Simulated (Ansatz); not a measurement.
**MoSe: density, localisation and related maps**

Input file:

```
crystal:
  lattice:
    - [0.0, 2.5748516654, 2.5748516654]
    - [5.1497033308, 2.5748516654, 2.5748516654]
    - [5.1497033308, 5.1497033308, 0.0]
  atoms:
    - { symbol: Mo, position: [1.0, 0.0, 0.0], spin: 2.0 }
    - { symbol: Se, position: [0.5, 0.5, 0.0] }
    - { symbol: Mo, position: [1.0, 0.0, 0.5], spin: -2.0 }
    - { symbol: Se, position: [0.5, 0.5, 0.5] }
basis:
  ecutwfc: 420
kpoints:
  mp_grid: { grid: [14, 14, 7] }
hamiltonian:
  xc: pbesol
  hubbard: { sites: [{ species: Mo, l: d, u_eff: 6.0 }] }
scf:
  occupations: { method: gaussian, width: 0.05 }
output:
  forces: true
  stress: true
  eigenvalues: true
  populations: true
  write_density: true
  write_potential: true
  elf: true
  volumetric_format: npy
magnetization:
  spin_polarized: true
```

Command:

```sh
ansatz run input.yaml --threads 1 --pin off --max-ram 2560MiB --backend cpu --events-out ev --progress --plain --runs-dir out
```

Below, planes, directions and counts refer to the cell of the magnetic structure (a = 3.64 Å, b = 3.64 Å, c = 5.15 Å, α = 90.00°, β = 90.00°, γ = 90.00°).

Space group Fm-3m; started from the rock salt prototype, which need not be the ambient phase; computed pressure about 37 GPa in this cell; Hubbard U of 6 eV on Mo d only; spin-polarised.

Method: Ansatz 0.2.0, DFT PBEsol+U, scalar-relativistic, plane waves, PAW.

The density is the valence pseudo-density of a PAW calculation; it isn't the true density close to the nuclei.

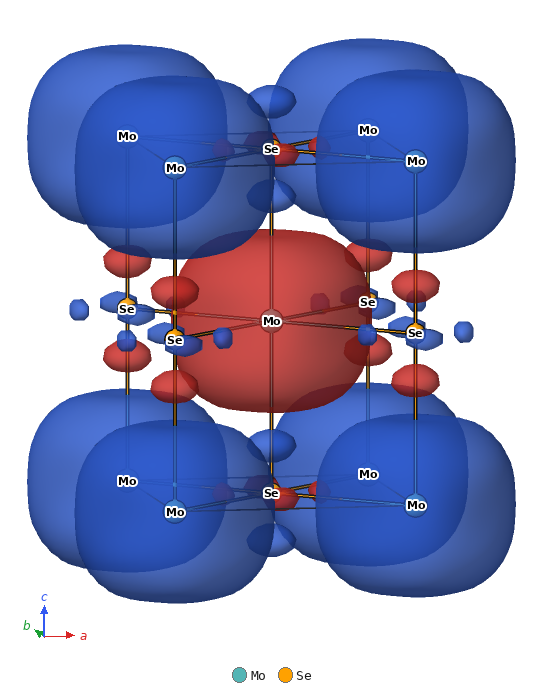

Figure 1. Isosurfaces of the magnetisation density (up minus down) at +0.05 (blue) and −0.05 e/Å³ (red), seen slightly off an axis. Sticks mark near contacts.

Which atoms carry the moments, and with what signs?

Answer. The spin density sits on Mo: +2.8 μB and −2.8 μB in one cell of 4 atoms: antiferromagnetic in this solution, which needn't be the ground state, with some nearest magnetic neighbours parallel and some opposed. The cell of the calculation (4 atoms) carries 0.0 μB of net spin moment.

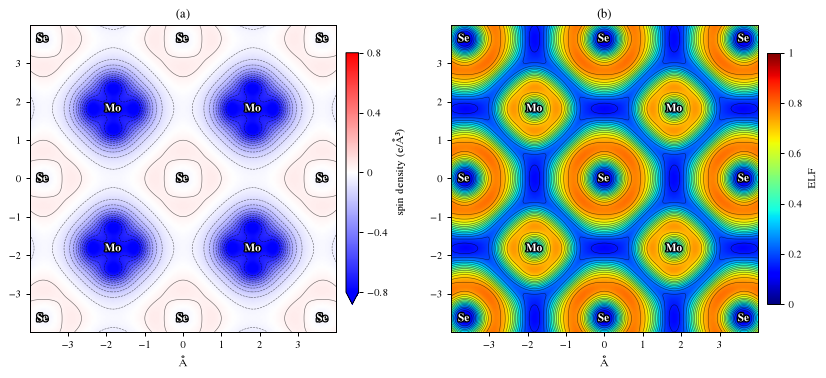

Figure 2. (a) magnetisation density (up minus down); (b) electron localisation function on the (001) plane of the cell of the magnetic structure.

What do the fields say about this system?

Answer. Atoms in the plane: Se and Mo. Mo–Se (2.57 Å): the ELF is about 0.40 at the midpoint. The features right at Mo lie inside the PAW spheres, where the map follows smoothed inner orbitals and isn't to be read closely.

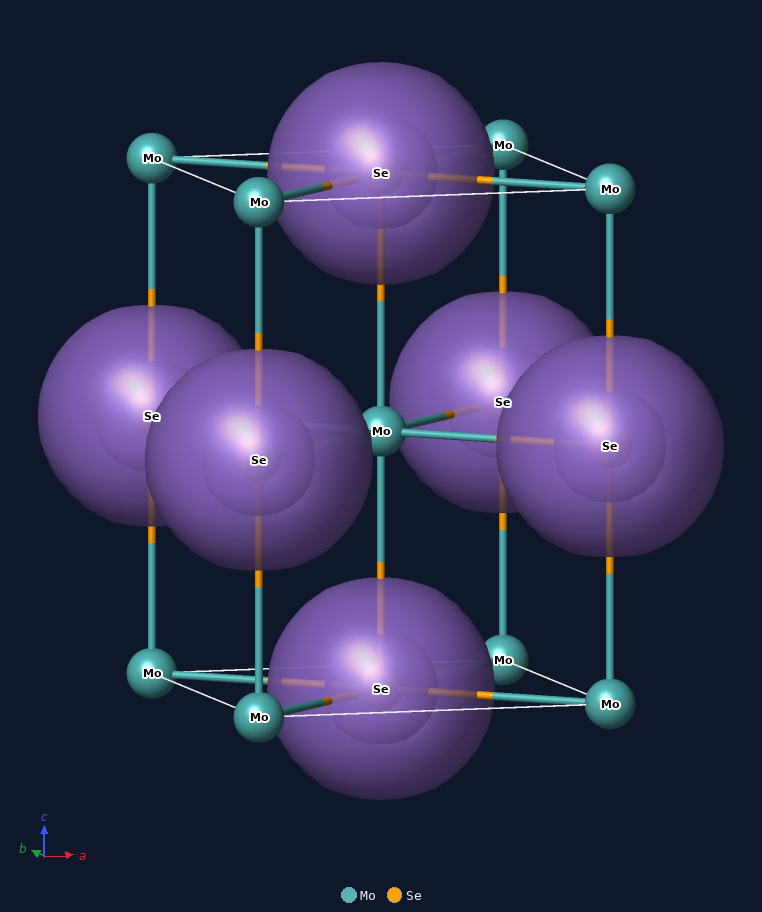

Figure 3. Isosurface of the ELF at 0.65 (purple), seen slightly off an axis. Core shells and regions of very low density are left out. Sticks mark near contacts.

Describe the localisation domains.

Answer. The surface consists of two regions wrapped around Se (the valence shell of each), counted in one cell of 4 atoms. Any copies at cell faces, edges or corners count once.

Does the calculation make it a metal, or give it a gap?

Answer. It is metallic or semimetallic at this level of theory: no gap opens; semilocal functionals without U, or without the true magnetic order, often close the gap of such compounds.
